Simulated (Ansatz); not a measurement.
**GeH₄S₂ (built from SMILES [SH][GeH2][SH]): search for a transition state**

Aim: find the saddle point of a 1,2-elimination that is to form S2–H4 and break Ge1–S2, S3–H4, prove it by its vibrations, and relax downhill on both sides to see what it joins.

Method: PBE0-D4, def2-SVP first, then def2-TZVP; program: Ansatz 0.2.0, Gaussian basis.

115 further runs of the same task are left out: 1 that didn't finish, 114 set aside as unsound or not needed.

## 1. Starting geometry

The guess: 7 atoms, charge 0, spin multiplicity 1.

Atoms are counted from 1 here; the program's logs count them from 0.

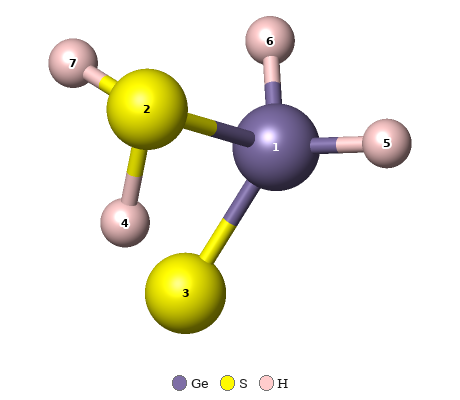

Start geometry, drawn with germanium purple, sulfur yellow, hydrogen pink; atoms are numbered from 1 in the order of the file.

Coordinates:

```xyz
7
GeH4S2
Ge   -0.89510    0.10840    0.31940
S     1.53360   -0.22070    0.34850
S    -0.63950    1.26280   -1.44520
H     1.07070    0.73370   -0.79690
H    -1.13480    0.69130    1.71420
H    -1.42040   -1.33500    0.36430
H     1.48550   -1.24050   -0.50440
```

Distances that are to change: S2–H4 1.56 Å, Ge1–S2 2.45 Å, S3–H4 1.90 Å.

## 2. Relaxing the guess with the reacting distances held

The input, hold/in.yaml:

```yaml
crystal:
  periodic: [false, false, false]
  atoms:
    - {symbol: Ge, position_ang: [-0.895100, 0.108400, 0.319400]}
    - {symbol: S, position_ang: [1.533600, -0.220700, 0.348500]}
    - {symbol: S, position_ang: [-0.639500, 1.262800, -1.445200]}
    - {symbol: H, position_ang: [1.070700, 0.733700, -0.796900]}
    - {symbol: H, position_ang: [-1.134800, 0.691300, 1.714200]}
    - {symbol: H, position_ang: [-1.420400, -1.335000, 0.364300]}
    - {symbol: H, position_ang: [1.485500, -1.240500, -0.504400]}
basis:
  gaussian: {orbitals: def2-SVP}
hamiltonian: {xc: pbe0, dispersion: d4}
relax: {f_tol: 0.04, max_steps: 150, escape_saddle: false, constraints: [{distance: [1, 3]}, {distance: [0, 1]}, {distance: [2, 3]}]}
```

On the command line:

```
$ ansatz run in.yaml --threads 4 --pin off --events-out ev --progress --plain --max-ram 9574MiB
```

The log of the run, cut to the lines that bear on the results:

```text
Functional definition: PBE0
  name "PBE0"
  cite "Adamo & Barone, J. Chem. Phys. 110, 6158 (1999) doi:10.1063/1.478522"
  cite "Perdew, Burke & Ernzerhof, Phys. Rev. Lett. 77, 3865 (1996) doi:10.1103/PhysRevLett.77.3865"
  parent pbe
[...]
902 factors; integrals over basis functions are off by at most 3.9e-4 eV
[...]
mean field -78225.27048726 eV, -2874.7256674142 hartree, gradient 4.9e-5 eV, S^2 0.000000; 0 other end points of the search recorded, 0 dependent functions left out
[...]
reference -78225.27050984 eV, -2874.7256682440 hartree; 34, 34 occupied and 54, 54 virtual orbitals, 902 factors
relax step   1: F+E_penalty+E_count = -78225.42536890 eV  Δ(F+E_penalty+E_count) = +0.000e0 eV  max|allowed force component| = 5.125e-1 eV/Å  Δτ_max = 0.0000 Å  (25 SCF iters, accepted)
[...]
relax step   4: F+E_penalty+E_count = -78225.46550657 eV  Δ(F+E_penalty+E_count) = -2.423e-3 eV  max|allowed force component| = 4.891e-2 eV/Å  Δτ_max = 0.0327 Å  (29 SCF iters, accepted)
[...]
relax step   5: F+E_penalty+E_count = -78225.46586658 eV  Δ(F+E_penalty+E_count) = -3.600e-4 eV  max|allowed force component| = 1.993e-2 eV/Å  Δτ_max = 0.0073 Å  (24 SCF iters, accepted)
  distance S 1 - H 3 held at 1.561120 Å   reaction = +2.2264e-2 eV/Å
  distance Ge 0 - S 1 held at 2.451069 Å   reaction = +8.8530e-2 eV/Å
  distance S 2 - H 3 held at 1.903950 Å   reaction = +4.0071e-1 eV/Å
902 factors; integrals over basis functions are off by at most 3.7e-4 eV
mean field -78225.31154898 eV, -2874.7271764044 hartree, gradient 1.5e-5 eV, S^2 0.000000; 1 other end points of the search recorded, 0 dependent functions left out
[...]
reference -78225.31157156 eV, -2874.7271772344 hartree; 34, 34 occupied and 54, 54 virtual orbitals, 902 factors
Total energy: -78225.46588916 eV, -2874.7328483015 hartree
Atom 0 at    -0.871547     0.098286     0.321638 Å, force     0.087847    -0.009913     0.019803 eV/Å
Atom 1 at     1.558652    -0.218765     0.358344 Å, force    -0.097062     0.010714    -0.032714 eV/Å
Atom 2 at    -0.679610     1.270828    -1.443119 Å, force     0.354850    -0.107763     0.144562 eV/Å
Atom 3 at     1.010846     0.726714    -0.756588 Å, force    -0.349553     0.096179    -0.136071 eV/Å
Atom 4 at    -1.097486     0.740808     1.705418 Å, force    -0.000220    -0.007643    -0.012054 eV/Å
Atom 5 at    -1.422456    -1.343445     0.300134 Å, force     0.000704     0.003606    -0.003452 eV/Å
Atom 6 at     1.501602    -1.274426    -0.485926 Å, force     0.003434     0.014820     0.019926 eV/Å
Dipole moment:     0.222771    -0.537066     0.399021 e Å
```

It took 7 s on 4 threads of Arm Neoverse V1, shared host.

Along the way:

| step | energy from step 1 (eV) | largest force component (eV/Å) |
| --- | --- | --- |
| 1 | 0.0000 | 0.5125 |
| 2 | -0.0052 | 0.3155 |
| 3 | -0.0377 | 0.0844 |
| 4 | -0.0401 | 0.0489 |
| 5 | -0.0405 | 0.0199 |

Distances of close pairs at the start and the end, largest changes first:

| bond | before (Å) | after (Å) | change (Å) |
| --- | --- | --- | --- |
| S2–H7 | 1.330 | 1.353 | +0.023 |
| Ge1–H5 | 1.531 | 1.542 | +0.012 |
| Ge1–H6 | 1.537 | 1.544 | +0.007 |
| Ge1–S3 | 2.124 | 2.127 | +0.003 |
| Ge1–S2 | 2.451 | 2.451 | +0.000 |
| S2–H4 | 1.561 | 1.561 | +0.000 |

## 3. Force constants to start from

The input, hessian/in.yaml:

```yaml
crystal:
  periodic: [false, false, false]
  atoms:
    - {symbol: Ge, position_ang: [-0.871547, 0.098286, 0.321638]}
    - {symbol: S, position_ang: [1.558652, -0.218765, 0.358344]}
    - {symbol: S, position_ang: [-0.679610, 1.270828, -1.443119]}
    - {symbol: H, position_ang: [1.010846, 0.726714, -0.756588]}
    - {symbol: H, position_ang: [-1.097486, 0.740808, 1.705418]}
    - {symbol: H, position_ang: [-1.422456, -1.343445, 0.300134]}
    - {symbol: H, position_ang: [1.501602, -1.274426, -0.485926]}
basis:
  gaussian: {orbitals: def2-SVP}
hamiltonian: {xc: pbe0, dispersion: d4}
phonons: {}
scf: {lower_state_search: off}
```

On the command line:

```
$ ansatz run in.yaml --threads 4 --pin off --events-out ev --progress --plain --max-ram 9574MiB
```

The log of the run, cut to the lines that bear on the results:

```text
[... 5 set-up lines as earlier in the session ...]
[...]
904 factors; integrals over basis functions are off by at most 3.7e-4 eV
[...]
mean field -78225.31155140 eV, -2874.7271764936 hartree, gradient 3.1e-6 eV, S^2 0.000000; 0 other end points of the search recorded, 0 dependent functions left out
[...]
reference -78225.31157402 eV, -2874.7271773246 hartree; 34, 34 occupied and 54, 54 virtual orbitals, 904 factors
[... from here to the last solve, the lines of the solves are left out (41 solves) ...]
904 factors; integrals over basis functions are off by at most 3.7e-4 eV
mean field -78225.31146442 eV, -2874.7271732970 hartree, gradient 1.1e-6 eV, S^2 0.000000; 0 other end points of the search recorded, 0 dependent functions left out
[...]
WARN: phonons: modes at or below zero, which the zero-point energy, F, S and C_V leave out: 1, the lowest at -977.43 cm⁻¹. A minimum has none, and a first-order saddle one
[...]
Total energy: -78225.46589162 eV, -2874.7328483918 hartree
Atom 0 at    -0.871547     0.098286     0.321638 Å, force     0.087889    -0.009713     0.019449 eV/Å
Atom 1 at     1.558652    -0.218765     0.358344 Å, force    -0.096997     0.010709    -0.032662 eV/Å
Atom 2 at    -0.679610     1.270828    -1.443119 Å, force     0.354778    -0.107953     0.144849 eV/Å
Atom 3 at     1.010846     0.726714    -0.756588 Å, force    -0.349553     0.096163    -0.136067 eV/Å
Atom 4 at    -1.097486     0.740808     1.705418 Å, force    -0.000220    -0.007641    -0.012035 eV/Å
Atom 5 at    -1.422456    -1.343445     0.300134 Å, force     0.000691     0.003606    -0.003445 eV/Å
Atom 6 at     1.501602    -1.274426    -0.485926 Å, force     0.003413     0.014830     0.019910 eV/Å
Dipole moment:     0.222772    -0.537067     0.399021 e Å
Vibrations: -977.43 230.35 284.84 354.25 452.93 498.66 552.68 646.81 718.77 898.11 1035.79 1268.56 2129.53 2137.29 2708.72 cm⁻¹, zero-point energy 0.862762 eV
Checks for a lower state left out: stability, starts, cluster_reference, orbital_swaps, neighbouring_geometries, increment
```

It took 32 s on 4 threads of Arm Neoverse V1, shared host.

The structure is not stationary yet, so these wavenumbers are no spectrum; the search needs only the force constants.

## 4. Saddle search in the small basis

The search itself is an outer loop (partitioned rational-function steps, Bofill update of the Hessian). Each step is one single-point run with forces. It stops when the largest force is under 0.04 eV/Å and the followed curvature is negative. The first step's input:

The input, presaddle/in.yaml:

```yaml
crystal:
  periodic: [false, false, false]
  atoms:
    - {symbol: Ge, position_ang: [-0.871547, 0.098286, 0.321638]}
    - {symbol: S, position_ang: [1.558652, -0.218765, 0.358344]}
    - {symbol: S, position_ang: [-0.679610, 1.270828, -1.443119]}
    - {symbol: H, position_ang: [1.010846, 0.726714, -0.756588]}
    - {symbol: H, position_ang: [-1.097486, 0.740808, 1.705418]}
    - {symbol: H, position_ang: [-1.422456, -1.343445, 0.300134]}
    - {symbol: H, position_ang: [1.501602, -1.274426, -0.485926]}
basis:
  gaussian: {orbitals: def2-SVP}
hamiltonian: {xc: pbe0, dispersion: d4}
output: {forces: true}
scf: {lower_state_search: off}
```

On the command line:

```
$ ansatz run in.yaml --threads 4 --pin off --events-out ev --progress --plain --max-ram 9574MiB
```

The driver's record:

| step | energy (eV) | largest force (eV/Å) | followed curvature (eV/Å²) |
| --- | --- | --- | --- |
| 1 | -78225.46587 | 0.3548 | -7.70 |
| 2 | -78225.44991 | 0.0993 | -6.35 |
| 3 | -78225.44959 | 0.0100 | -5.58 |

The 3 steps took 2.7 s in all (4 threads of Arm Neoverse V1, shared host).

## 5. Saddle search in triple zeta

The search itself is an outer loop (partitioned rational-function steps, Bofill update of the Hessian). Each step is one single-point run with forces. It stops when the largest force is under 0.01 eV/Å and the followed curvature is negative. The first step's input:

The input, saddle/in.yaml:

```yaml
crystal:
  periodic: [false, false, false]
  atoms:
    - {symbol: Ge, position_ang: [-0.905422, 0.118524, 0.308717]}
    - {symbol: S, position_ang: [1.569455, -0.204055, 0.337473]}
    - {symbol: S, position_ang: [-0.712212, 1.280992, -1.439566]}
    - {symbol: H, position_ang: [1.049263, 0.688595, -0.734253]}
    - {symbol: H, position_ang: [-1.099649, 0.736292, 1.709025]}
    - {symbol: H, position_ang: [-1.412250, -1.340890, 0.298539]}
    - {symbol: H, position_ang: [1.510815, -1.279457, -0.480035]}
basis:
  gaussian: {orbitals: def2-TZVP}
hamiltonian: {xc: pbe0, dispersion: d4}
output: {forces: true}
scf: {lower_state_search: off}
```

On the command line:

```
$ ansatz run in.yaml --threads 4 --pin off --events-out ev --progress --plain --max-ram 9574MiB
```

Step by step:

| step | energy (eV) | largest force (eV/Å) | followed curvature (eV/Å²) |
| --- | --- | --- | --- |
| 1 | -78240.13008 | 0.2004 | -5.58 |
| 2 | -78240.13483 | 0.0408 | -5.46 |
| 3 | -78240.13502 | 0.0086 | -5.24 |

The 3 steps took 4.7 s in all (4 threads of Arm Neoverse V1, shared host).

Geometry at the end of the search:

```xyz
7
charge 0, multiplicity 1
Ge   -0.8926    0.1121    0.3033
S     1.5551   -0.2040    0.3407
S    -0.7157    1.2731   -1.4418
H     1.0630    0.6876   -0.7196
H    -1.0900    0.7351    1.6994
H    -1.4087   -1.3419    0.3034
H     1.4890   -1.2619   -0.4855
```

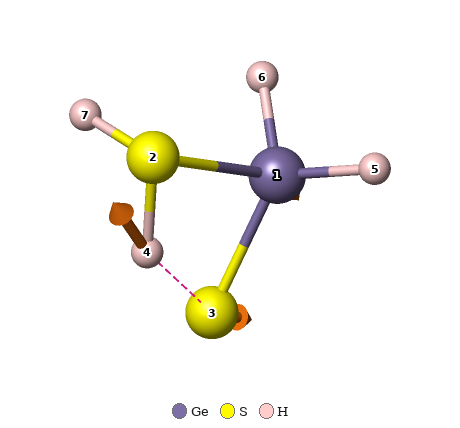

The point found; broken lines mark the pairs that react, arrows the followed mode.

[end of part 1 of 2]
